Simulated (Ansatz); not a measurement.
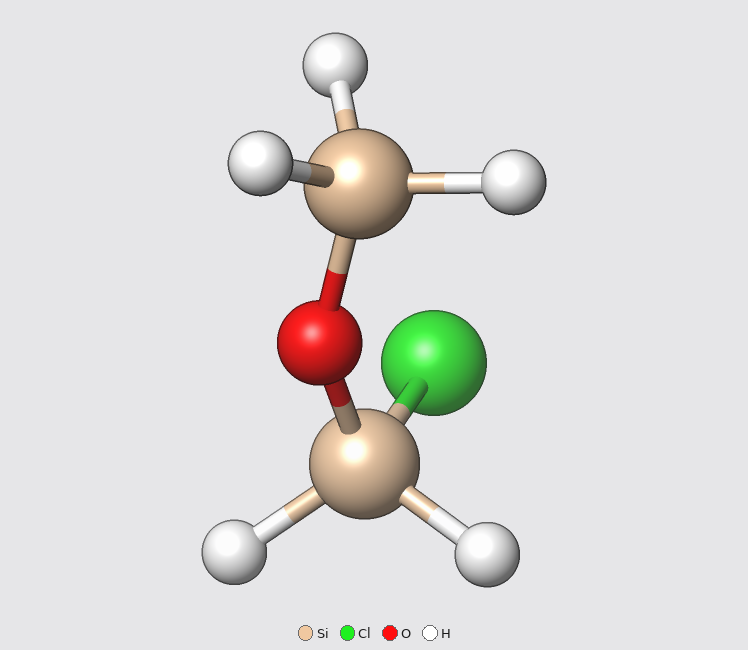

Identify the structure.

Formula ClH₅OSi₂. The point group is C1. Coordination: 2 Si tetrahedral; 1 O bent.

More results for the same structure follow; atom numbers are the same in all pictures, views and colours differ. The computed structure is the end point of a PBE0-D4/def2-TZVP optimisation.

## Geometry

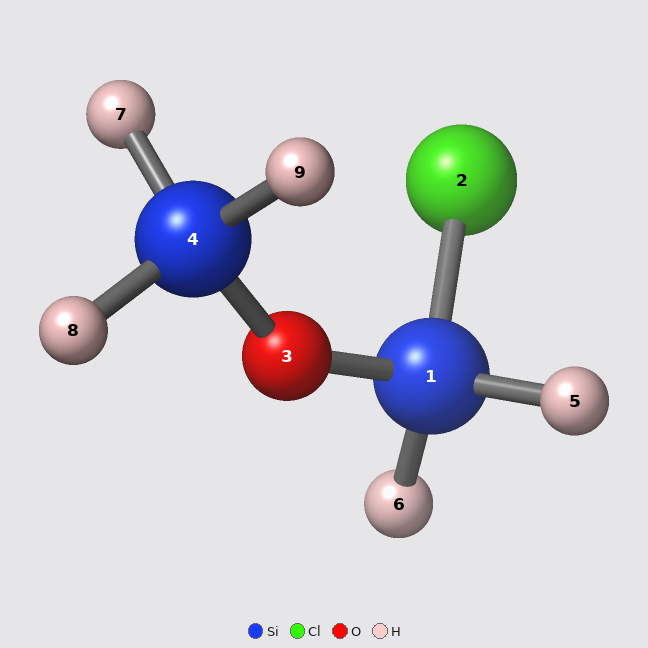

The atoms are numbered.

Estimate the angles Cl2–Si1–O3, Cl2–Si1–H5, Cl2–Si1–H6, O3–Si1–H5, O3–Si1–H6, Si1–O3–Si4, O3–Si4–H7, O3–Si4–H8, O3–Si4–H9.

```json
{"angle": "Cl2–Si1–O3", "degrees": "110.2"}
{"angle": "Cl2–Si1–H5", "degrees": "107.1"}
{"angle": "Cl2–Si1–H6", "degrees": "108.0"}
{"angle": "O3–Si1–H5", "degrees": "110.4"}
{"angle": "O3–Si1–H6", "degrees": "108.8"}
{"angle": "Si1–O3–Si4", "degrees": "146.2"}
{"angle": "O3–Si4–H7", "degrees": "109.9"}
{"angle": "O3–Si4–H8", "degrees": "107.5"}
{"angle": "O3–Si4–H9", "degrees": "109.9"}
```

## Electronic properties

Level of theory: RKS PBE0-D4/def2-TZVPP (Ansatz 0.2.0).

What does the calculation give?

- HOMO energy (Kohn–Sham orbital): −8.79 eV
- LUMO energy (Kohn–Sham orbital): −0.13 eV
- HOMO–LUMO gap: 8.66 eV
- dispersion correction: −17.7 kJ/mol

## Vibrations

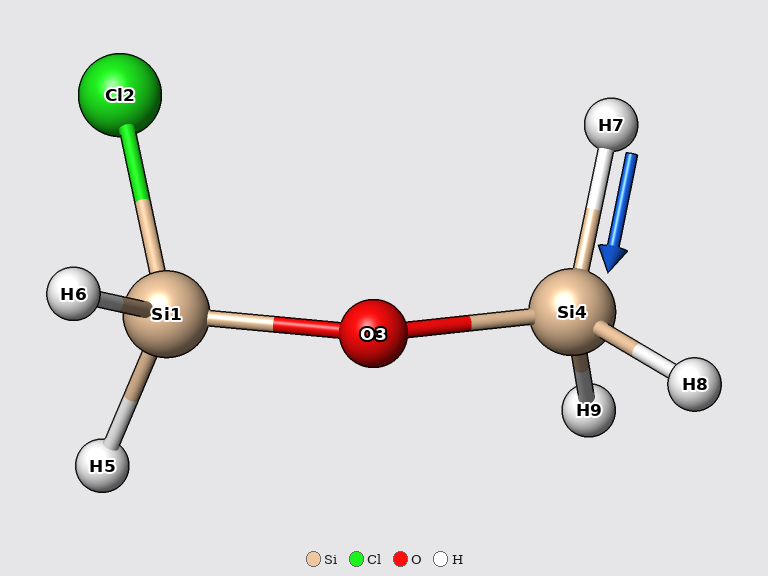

The arrows show one normal mode. Harmonic vibrations computed with RKS PBE0-D4/def2-TZVP (Ansatz 0.2.0) at a stationary point of the same level.

Question: Describe the motion.

Answer: Mostly Si–H stretching.

Question: Estimate its harmonic wavenumber.

Answer: 2243 cm⁻¹; it is mode 18 of 21 counted from the lowest.

## Charges

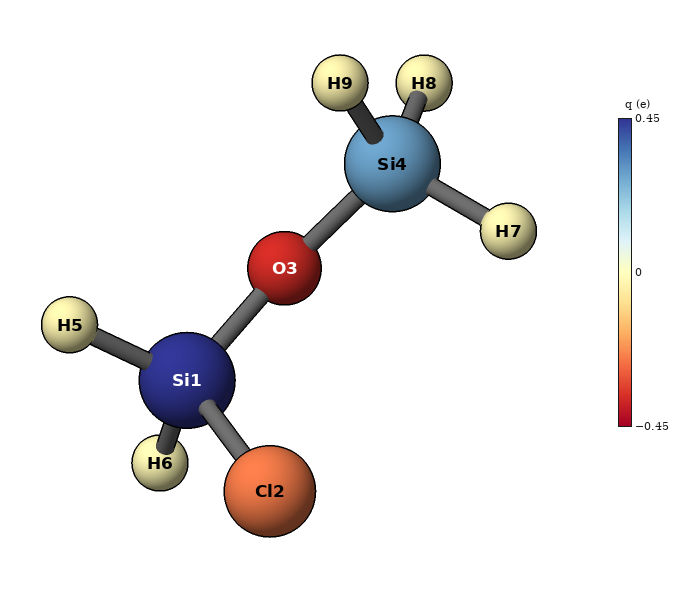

Atoms are coloured by their Mulliken charges. Method: RKS PBE0-D4/def2-TZVP (Ansatz 0.2.0).

Question: Which atom carries the highest charge (most positive or least negative)?

Answer: Si1 (0.45 e).

Question: And the lowest?

Answer: O3 (−0.36 e).

Give the Mulliken charges atom by atom.

| atom | value (e) |
| --- | --- |
| Si1 | 0.45 |
| Cl2 | −0.25 |
| O3 | −0.36 |
| Si4 | 0.28 |
| H5 | −0.02 |
| H6 | −0.02 |
| H7 | −0.02 |
| H8 | −0.02 |
| H9 | −0.03 |

Mulliken values depend strongly on the basis set and can even reverse the polarity of a bond.
